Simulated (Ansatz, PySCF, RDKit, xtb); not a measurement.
# B2NH2F: a search for the lowest isomer, part 2 of 2

Given the formula B2NH2F and nothing else, which arrangement of the atoms is the most stable in the gas at 298.15 K, and what are its properties?

xtb, Ansatz and PySCF; isolated molecules. The steps go on from the part before.

## 12. Density, orbitals and dipole (PBE0/def2-TZVPD)

input.yaml reads:

```yaml
crystal:
  periodic: [false, false, false]
  atoms:
    - symbol: B
      position_ang: [0.112491, -0.952476, 0.743263]
    - symbol: B
      position_ang: [0.117845, 1.340266, -0.609494]
    - symbol: F
      position_ang: [-1.026033, -1.477855, 1.188167]
    - symbol: N
      position_ang: [0.092592, 0.261442, 0.029698]
    - symbol: H
      position_ang: [1.133982, -1.550986, 0.975081]
    - symbol: H
      position_ang: [0.143084, 2.353949, -1.210256]
basis:
  gaussian: {orbitals: def2-TZVPD}
magnetization: {spin_polarized: false, initial_magnetization: 0}
hamiltonian: {xc: {name: PBE0}}
output: {forces: true, orbitals: {seedname: orbitals}}
```

Launch:

```
ansatz run input.yaml --threads 1 --pin off --max-ram 2610MiB --events-out events.jsonl --progress --plain --runs-dir runs
```

Output (excerpt; [...] marks lines left out):

```text
Warning: RAYON_NUM_THREADS=1 ignored (pool sized by the plan → 1); use --threads N
Functional definition: PBE0
  name "PBE0"
[...]
808 factors; their error is unknown
[...]
mean field -5590.26945149 eV, -205.4386131215 hartree, gradient 2.9e-5 eV, S^2 0.000000; 0 other end points of the search recorded, 0 dependent functions left out
[...]
reference -5590.26948857 eV, -205.4386144841 hartree; 14, 14 occupied and 155, 155 virtual orbitals, 808 factors
Total energy: -5590.26948857 eV, -205.4386144841 hartree
Atom 0 at     0.112491    -0.952476     0.743263 Å, force     0.138896     0.003028    -0.018238 eV/Å
Atom 1 at     0.117845     1.340266    -0.609494 Å, force     0.005545    -0.273444     0.160628 eV/Å
Atom 2 at    -1.026033    -1.477855     1.188167 Å, force     0.084268     0.047885    -0.038252 eV/Å
Atom 3 at     0.092592     0.261442     0.029698 Å, force    -0.013762     0.267563    -0.156137 eV/Å
Atom 4 at     1.133982    -1.550986     0.975081 Å, force    -0.209214     0.121786    -0.047025 eV/Å
Atom 5 at     0.143084     2.353949    -1.210256 Å, force    -0.005734    -0.166818     0.099024 eV/Å
Dipole moment:     0.164605     0.411966    -0.262473 e Å
```

It took 4.2 s on 1 thread of Arm Neoverse V2, shared host.

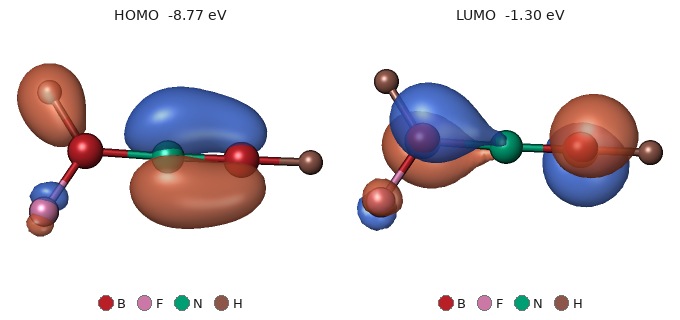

Frontier orbitals of this run, surfaces at ±0.2 Å^-3/2.

## 13. Frequencies after a tight-binding relaxation (GFN2-xTB)

start.xyz reads:

```xyz
6
c531
B      0.112491    -0.952476     0.743263
B      0.117845     1.340266    -0.609494
F     -1.026033    -1.477855     1.188167
N      0.092592     0.261442     0.029698
H      1.133982    -1.550986     0.975081
H      0.143084     2.353949    -1.210256
```

Launch:

```
xtb start.xyz --gfn 2 --ohess tight
```

Output (excerpt; [...] marks lines left out):

```text
* xtb version 6.7.1
[...]
          :  # basis functions                  18          :
[...]
          :  # electrons                        20          :
[...]
          :  Hamiltonian                  GFN2-xTB          :
[...]
          :  net charge                          0          :
          :  unpaired electrons                  0          :
[...]
   *** convergence criteria satisfied after 13 iterations ***
[...]
   *** GEOMETRY OPTIMIZATION CONVERGED AFTER 11 ITERATIONS ***
[...]
   *** convergence criteria satisfied after 3 iterations ***
[...]
         ::                     SUMMARY                     ::
         :::::::::::::::::::::::::::::::::::::::::::::::::::::
         :: total energy             -11.230511044883 Eh    ::
         :: gradient norm              0.000140700569 Eh/a0 ::
         :: HOMO-LUMO gap              4.659910961464 eV    ::
         ::.................................................::
         :: SCC energy               -11.355191362886 Eh    ::
         :: -> isotropic ES            0.059876577053 Eh    ::
         :: -> anisotropic ES          0.005243400659 Eh    ::
         :: -> anisotropic XC          0.004263791395 Eh    ::
         :: -> dispersion             -0.002121667545 Eh    ::
         :: repulsion energy           0.124680318003 Eh    ::
         :: add. restraining           0.000000000000 Eh    ::
         :: total charge              -0.000000000000 e     ::
         :::::::::::::::::::::::::::::::::::::::::::::::::::::
[...]
        10        2.0000           -0.4241419             -11.5415 (HOMO)
        11                         -0.2528934              -6.8816 (LUMO)
[...]
     #   Z          covCN         q      C6AA      α(0)
     1   5          2.501     0.413    17.189     7.241
     2   5          1.789     0.266    36.157    12.669
     3   9          0.722    -0.273    12.026     4.095
     4   7          1.682    -0.286    28.099     7.831
     5   1          0.938    -0.082     4.975     3.487
     6   1          0.947    -0.037     3.793     3.044
[...]
          | TOTAL ENERGY              -11.230511044883 Eh   |
          | TOTAL ENTHALPY            -11.193656924679 Eh   |
          | TOTAL FREE ENERGY         -11.225883158954 Eh   |
          | GRADIENT NORM               0.000140795765 Eh/α |
[...]
```

Run time: 0.066 s. Hardware: 1 thread of Arm Neoverse V2, shared host.

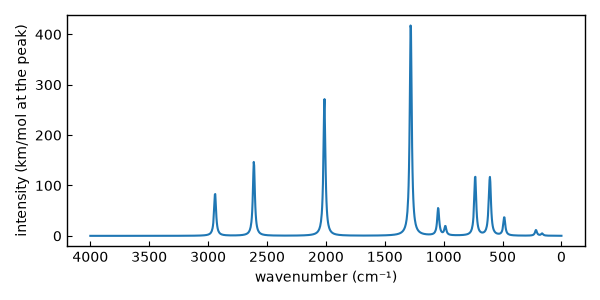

Harmonic infrared spectrum, unscaled, lines broadened by 10 cm⁻¹.

## 14. Electronic excitations (TD-B3LYP/def2-SVPD)

An in-house driver calls PySCF's response routines at TD-B3LYP/def2-SVPD; it has no typed input.

Output:

```text
coarse grid: 5560 points
cycle   1  E = -205.3484163558  dE =  2.977e-01  |g| = 6.306e-01  |ddm| = 2.194e+01
cycle   2  E = -205.0988640519  dE =  2.496e-01  |g| = 1.228e+00  |ddm| = 4.001e+00
cycle   3  E = -205.4260368502  dE = -3.272e-01  |g| = 1.434e-01  |ddm| = 3.303e+00
cycle   4  E = -205.4309362018  dE = -4.899e-03  |g| = 5.656e-02  |ddm| = 3.986e-01
cycle   5  E = -205.4314987819  dE = -5.626e-04  |g| = 1.804e-02  |ddm| = 1.315e-01
cycle   6  E = -205.4315735864  dE = -7.480e-05  |g| = 2.034e-03  |ddm| = 8.976e-02
cycle   7  E = -205.4315745882  dE = -1.002e-06  |g| = 3.515e-04  |ddm| = 5.062e-03
final grid: 55760 points
cycle   8  E = -205.4597761159  dE = -2.897e-05  |g| = 2.384e-03  |ddm| = 1.458e-01
cycle   9  E = -205.4597742837  dE =  1.832e-06  |g| = 3.839e-03  |ddm| = 1.100e-02
cycle  10  E = -205.4597772860  dE = -3.002e-06  |g| = 6.107e-04  |ddm| = 7.467e-03
cycle  11  E = -205.4597773751  dE = -8.911e-08  |g| = 2.062e-04  |ddm| = 1.966e-03
cycle  12  E = -205.4597773831  dE = -8.035e-09  |g| = 7.891e-05  |ddm| = 3.582e-04
cycle  13  E = -205.4597773843  dE = -1.206e-09  |g| = 1.505e-05  |ddm| = 3.863e-04
cycle  14  E = -205.4597773844  dE = -5.707e-11  |g| = 1.415e-06  |ddm| = 4.312e-05
converged SCF energy = -205.4597773844

Static polarisability (au): isotropic 36.561, principal 26.203 30.565 52.916

Singlet excitations
state   eV       nm        f      main configurations
  1   5.4842    226.1   0.00153   H->L 0.99
  2   6.5172    190.2   0.01414   H-1->L 0.62, H->L+1 0.35
  3   7.1483    173.4   0.00848   H-2->L 0.95
  4   7.2895    170.1   0.00007   H-1->L+1 0.96
  5   7.9587    155.8   0.19266   H->L+2 0.65, H->L+1 0.20, H-1->L 0.09
  6   8.2289    150.7   0.44104   H->L+2 0.32, H->L+1 0.29, H-1->L 0.17
  7   8.3193    149.0   0.00216   H->L+4 0.97
  8   8.6596    143.2   0.00136   H->L+3 0.89

Triplet excitations (Tamm-Dancoff, eV): 5.2073 5.5572 5.8426
```

Wall time 3.9 s (1 thread of Arm Neoverse V2, shared host).

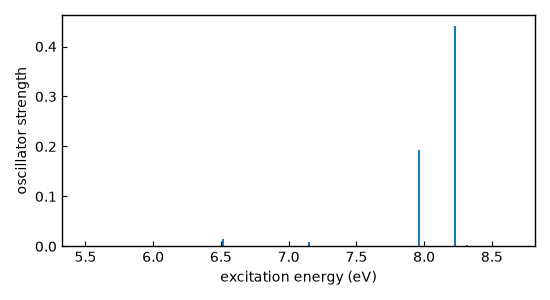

Vertical excitations as sticks.

The roots found:

| excited state | energy (eV) | strength |
| --- | --- | --- |
| 1 | 5.484 | 0.0015 |
| 2 | 6.517 | 0.0141 |
| 3 | 7.148 | 0.0085 |
| 4 | 7.290 | 0.0001 |
| 5 | 7.959 | 0.1927 |
| 6 | 8.229 | 0.4410 |
| 7 | 8.319 | 0.0022 |
| 8 | 8.660 | 0.0014 |

## 15. NMR shieldings (GIAO PBE0/pcSseg-1)

An in-house driver calls PySCF's response routines at GIAO PBE0/pcSseg-1; it has no typed input.

Output:

```text
coarse grid: 5560 points
cycle   1  E = -205.2409380308  dE =  3.201e-01  |g| = 6.039e-01  |ddm| = 2.019e+00
cycle   2  E = -205.0845708764  dE =  1.564e-01  |g| = 1.057e+00  |ddm| = 9.363e-01
cycle   3  E = -205.3105171544  dE = -2.259e-01  |g| = 1.239e-01  |ddm| = 6.428e-01
cycle   4  E = -205.3138336418  dE = -3.316e-03  |g| = 4.826e-02  |ddm| = 9.309e-02
cycle   5  E = -205.3142370407  dE = -4.034e-04  |g| = 1.357e-02  |ddm| = 2.700e-02
cycle   6  E = -205.3142779311  dE = -4.089e-05  |g| = 1.415e-03  |ddm| = 1.030e-02
cycle   7  E = -205.3142783974  dE = -4.664e-07  |g| = 2.708e-04  |ddm| = 1.061e-03
final grid: 55760 points
cycle   8  E = -205.3393306838  dE = -3.045e-05  |g| = 3.276e-03  |ddm| = 1.406e-02
cycle   9  E = -205.3393291664  dE =  1.517e-06  |g| = 4.370e-03  |ddm| = 4.952e-03
cycle  10  E = -205.3393328414  dE = -3.675e-06  |g| = 9.405e-04  |ddm| = 2.631e-03
cycle  11  E = -205.3393330459  dE = -2.045e-07  |g| = 2.403e-04  |ddm| = 6.514e-04
cycle  12  E = -205.3393330567  dE = -1.085e-08  |g| = 8.491e-05  |ddm| = 1.624e-04
cycle  13  E = -205.3393330579  dE = -1.145e-09  |g| = 2.523e-05  |ddm| = 5.567e-05
cycle  14  E = -205.3393330580  dE = -1.488e-10  |g| = 2.226e-06  |ddm| = 1.974e-05
converged SCF energy = -205.3393330580

GIAO shielding tensors (ppm)
atom      isotropic    diamagn.    paramagn.     s11        s22        s33       span
  0 B       74.598     193.690    -119.092     51.342     77.311     95.140     43.799
  1 B       88.122     208.334    -120.212     38.493     39.955    185.917    147.423
  2 F      211.907     468.160    -256.252     -9.250    219.107    425.866    435.115
  3 N       98.432     321.888    -223.456    -26.783      3.586    318.493    345.276
  4 H       26.814      28.346      -1.532     24.282     26.012     30.148      5.867
  5 H       28.432      28.928      -0.496     25.934     26.015     33.346      7.411
```

Run time: 2.6 s. Hardware: 1 thread of Arm Neoverse V2, shared host.

Isotropic shieldings, averaged over atoms that the bond graph makes equivalent (absolute, not shifts):

```csv
atoms,shielding (ppm)
B1,74.6
B2,88.1
F3,211.9
N4,98.4
H5,26.81
H6,28.43
```

## 16. The cation at the same geometry (PBE0/def2-TZVPD)

input.yaml reads:

```yaml
crystal:
  periodic: [false, false, false]
  atoms:
    - {symbol: B, position_ang: [0.112491, -0.952476, 0.743263]}
    - {symbol: B, position_ang: [0.117845, 1.340266, -0.609494]}
    - {symbol: F, position_ang: [-1.026033, -1.477855, 1.188167]}
    - {symbol: N, position_ang: [0.092592, 0.261442, 0.029698]}
    - {symbol: H, position_ang: [1.133982, -1.550986, 0.975081]}
    - {symbol: H, position_ang: [0.143084, 2.353949, -1.210256]}
basis:
  gaussian: {orbitals: def2-TZVPD}
total_charge: 1
magnetization: {spin_polarized: true, initial_magnetization: 1}
hamiltonian: {xc: pbe0}
```

Launch:

```
ansatz run input.yaml --threads 1 --pin off --max-ram 2610MiB --events-out events.jsonl --progress --plain --runs-dir runs
```

Output:

```text
Warning: RAYON_NUM_THREADS=1 ignored (pool sized by the plan → 1); use --threads N
[... 2 set-up lines as earlier in the session ...]
  parameter a = 0.25
  parameter kappa = 0.804
  parameter beta = 0.06672455060314922
  exchange = (1 - a)*pbe_x(kappa = kappa, mu = beta*pi^2/3) + a*exact_x
  correlation = pbe_c(beta = beta)
808 factors; their error is unknown
mean field evaluation 1: about -5562.4813 eV, gradient 6.8e1 eV
mean field evaluation 2: about -5529.3417 eV, gradient 1.1e2 eV
mean field evaluation 4: about -5578.6333 eV, gradient 1.0e1 eV
mean field evaluation 8: about -5579.1149 eV, gradient 3.3e-1 eV
mean field evaluation 16: about -5579.1231 eV, gradient 8.1e-5 eV
mean field -5579.12309943 eV, -205.0289922386 hartree, gradient 4.4e-5 eV, S^2 0.754644; 2 other end points of the search recorded, 0 dependent functions left out
reference -5579.12313301 eV, -205.0289934726 hartree; 14, 13 occupied and 155, 156 virtual orbitals, 808 factors
Total energy: -5579.12313301 eV, -205.0289934726 hartree
```

Wall time 13 s (1 thread of Arm Neoverse V2, shared host).

Difference from the parent: 11.15 eV.

## 17. The anion at the same geometry (PBE0/def2-TZVPD)

input.yaml reads:

```yaml
crystal:
  periodic: [false, false, false]
  atoms:
    - {symbol: B, position_ang: [0.112491, -0.952476, 0.743263]}
    - {symbol: B, position_ang: [0.117845, 1.340266, -0.609494]}
    - {symbol: F, position_ang: [-1.026033, -1.477855, 1.188167]}
    - {symbol: "N", position_ang: [0.092592, 0.261442, 0.029698]}
    - {symbol: H, position_ang: [1.133982, -1.550986, 0.975081]}
    - {symbol: H, position_ang: [0.143084, 2.353949, -1.210256]}
basis:
  gaussian:
    orbitals: def2-TZVPD
total_charge: -1
magnetization:
  spin_polarized: true
  initial_magnetization: 1
hamiltonian:
  xc: pbe0
scf:
  lower_state_search: "off"
```

Launch:

```
ansatz run input.yaml --threads 1 --pin off --max-ram 2610MiB --events-out events.jsonl --progress --plain --runs-dir runs
```

Output (excerpt; [...] marks lines left out):

```text
Warning: RAYON_NUM_THREADS=1 ignored (pool sized by the plan → 1); use --threads N
[... 2 set-up lines as earlier in the session ...]
[...]
808 factors; their error is unknown
[...]
mean field -5589.74918180 eV, -205.4194935631 hartree, gradient 7.4e-6 eV, S^2 0.762444; 0 other end points of the search recorded, 0 dependent functions left out
reference -5589.74921942 eV, -205.4194949456 hartree; 15, 14 occupied and 154, 155 virtual orbitals, 808 factors
Total energy: -5589.74921942 eV, -205.4194949456 hartree
Checks for a lower state left out: stability, starts, cluster_reference, orbital_swaps, neighbouring_geometries, increment
```

Run time: 3.9 s. Hardware: 1 thread of Arm Neoverse V2, shared host.

Parent less the species with the added electron: -0.52 eV. The extra electron isn't bound at this geometry, so the number measures the basis, not the molecule.

## 18. The triplet at the same geometry (PBE0/def2-TZVPD)

Edit input.yaml of step 17 so:

```diff
@@ -12,9 +12,7 @@
     orbitals: def2-TZVPD
-total_charge: -1
 magnetization:
   spin_polarized: true
-  initial_magnetization: 1
+  initial_magnetization: 2
+total_charge: 0
 hamiltonian:
   xc: pbe0
-scf:
-  lower_state_search: "off"
```

Launch:

```
ansatz run input.yaml --threads 1 --pin off --max-ram 2610MiB --events-out events.jsonl --progress --plain --runs-dir runs
```

Output (excerpt; [...] marks lines left out):

```text
Warning: RAYON_NUM_THREADS=1 ignored (pool sized by the plan → 1); use --threads N
[... 7 set-up lines as earlier in the session ...]
808 factors; their error is unknown
mean field evaluation 1: about -5577.6589 eV, gradient 4.1e1 eV
mean field evaluation 2: about -5561.6739 eV, gradient 6.7e1 eV
mean field evaluation 4: about -5584.6073 eV, gradient 9.7e0 eV
mean field evaluation 8: about -5585.0804 eV, gradient 3.7e-1 eV
mean field evaluation 16: about -5585.0947 eV, gradient 2.3e-3 eV
mean field evaluation 32: about -5585.0789 eV, gradient 4.3e-1 eV
mean field -5585.09472057 eV, -205.2484452678 hartree, gradient 2.0e-6 eV, S^2 2.010002; 4 other end points of the search recorded, 0 dependent functions left out
reference -5585.09476214 eV, -205.2484467954 hartree; 15, 13 occupied and 154, 156 virtual orbitals, 808 factors
Total energy: -5585.09476214 eV, -205.2484467954 hartree
```

It took 15 s on 1 thread of Arm Neoverse V2, shared host.

It lies 5.17 eV above the singlet.

## 19. Stability of the closed-shell solution (PBE0/def2-SVP)

job.py reads:

```python
from pyscf import gto, dft

mol = gto.M(
    atom=[
    ('B', (0.112491, -0.952476, 0.743263)),
    ('B', (0.117845, 1.340266, -0.609494)),
    ('F', (-1.026033, -1.477855, 1.188167)),
    ('N', (0.092592, 0.261442, 0.029698)),
    ('H', (1.133982, -1.550986, 0.975081)),
    ('H', (0.143084, 2.353949, -1.210256)),
],
    verbose=3,
    spin=0,
    max_memory=1860,
    basis='def2-svp',
)

mf = dft.RKS(mol, xc='pbe0')
mf = mf.density_fit(auxbasis='def2-universal-jkfit')
mf.max_cycle = 100
mf.grids.level = 3
mf.kernel()
if not mf.converged:
    mf = mf.newton().run(mf.mo_coeff, mf.mo_occ)

e_tot = mf.e_tot
print('E = %.10f Eh' % e_tot)
mo_i, mo_e, stable_i, stable_e = mf.stability(internal=True, external=True, return_status=True)
print('stable: internal', stable_i, 'external', stable_e)
```

Launch:

```
OMP_NUM_THREADS=1 python job.py
```

Output:

```text
converged SCF energy = -205.20188840199
E = -205.2018884020 Eh
<class 'pyscf.df.df_jk.DFRKS'> wavefunction is stable in the internal stability analysis
<class 'pyscf.df.df_jk.DFRKS'> wavefunction is stable in the real -> complex stability analysis
<class 'pyscf.df.df_jk.DFRKS'> wavefunction is stable in the RHF/RKS -> UHF/UKS stability analysis
stable: internal True external True
```

It took 27 s on 1 thread of Arm Neoverse V2, shared host.

## 20. Results

What follows sums up all 2 parts.

| quantity | value |
| --- | --- |
| lowest structure found | B=NBF, singlet, Cs |
| next finalist | BN=BF, singlet, 16.7 kcal/mol higher in G |
| share at equilibrium, among the finalists | 100.0 % |
| funnel | 24 starts, 12 minima at GFN2-xTB, 8 screening runs, 3 relaxed, 3 ranked |
| CPU time of all runs | 9.1 min |
| harmonic wavenumbers, lowest and highest (B3LYP-D3(BJ)/def2-SVP) | 184 and 2867 cm⁻¹ |
| rotational constants, same geometry | 1.765, 0.1526, 0.1405 cm⁻¹ |
| dipole moment (PBE0/def2-TZVPD) | 2.48 D |
| HOMO energy (PBE0/def2-TZVPD) | -8.77 eV |
| LUMO energy (PBE0/def2-TZVPD) | -1.30 eV |
| HOMO–LUMO gap (PBE0/def2-TZVPD) | 7.46 eV |
| lowest excitation (TD-B3LYP/def2-SVPD) | 5.48 eV (f = 0.002) |
| strongest of the states computed, same level | 8.23 eV (f = 0.441) |
| lowest triplet excitation, same level, Tamm-Dancoff | 5.21 eV |
| vertical ionisation energy | 11.15 eV |
| vertical electron affinity | -0.52 eV (unbound: the value depends on the basis) |
| vertical triplet less singlet | +5.17 eV |

`B=NBF` comes out lowest. The margin of 16.7 kcal/mol over the next finalist is beyond the usual error of the last level; it says nothing of structures that weren't ranked. GFN2-xTB, HF/STO-3G, r2SCAN-D4/def2-SVP, B3LYP-D3(BJ)/def2-SVP, HF/def2-TZVPP and MP2/def2-TZVPP already put its bonding pattern lowest among the structures in one piece. The largest share of the time went into recheck (35 %). The search is not exhaustive (a finite list of starts, one conformer a finalist), so a lower isomer can't be ruled out. Patterns outside the rules of the enumeration were met only by chance.
